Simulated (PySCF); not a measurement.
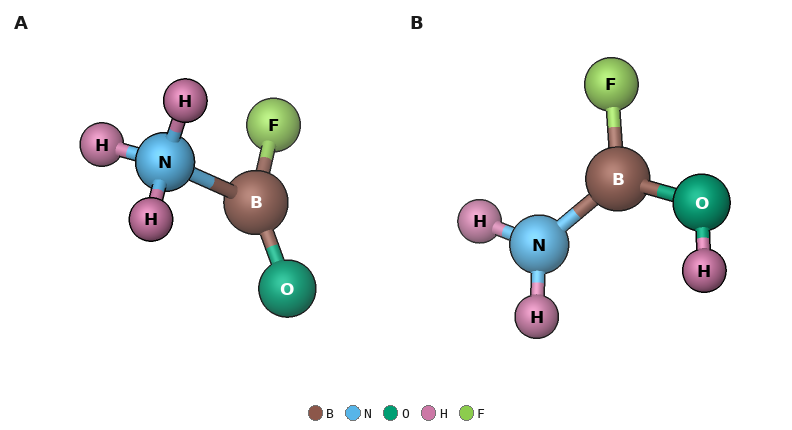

2 stationary structures of one formula. Geometries: PBE0-D4/def2-TZVP. Electronic energies: RHF/STO-3G (PySCF 2.14.0), without zero-point energy. No frequency run is at hand to confirm each as a minimum. Each is one conformer, not always the lowest.

**Rank them by energy, lowest first.**

B is lowest (Cs); A lies 2.312 eV above it (Cs).
